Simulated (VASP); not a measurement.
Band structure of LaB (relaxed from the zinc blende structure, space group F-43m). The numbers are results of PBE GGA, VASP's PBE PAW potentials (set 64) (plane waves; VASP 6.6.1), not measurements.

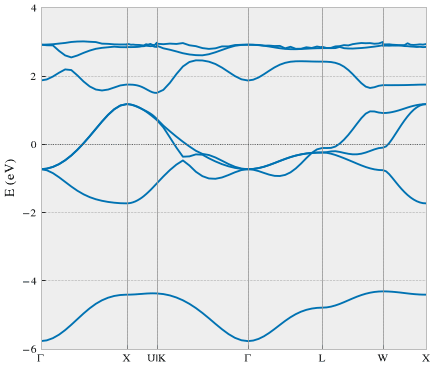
Fig. 1. Bands along high-symmetry lines, zero at the valence-band maximum or, without a gap, the Fermi level

Read the plot: is there a gap, and where are the band edges?

It has no gap at this level: it comes out as a metal or semimetal. (Edges off the drawn lines would not show.)

The structure was generated: LaB was put into the zinc blende type (F-43m), which need not be its known phase. It was relaxed first, which changed the volume by -27 %.
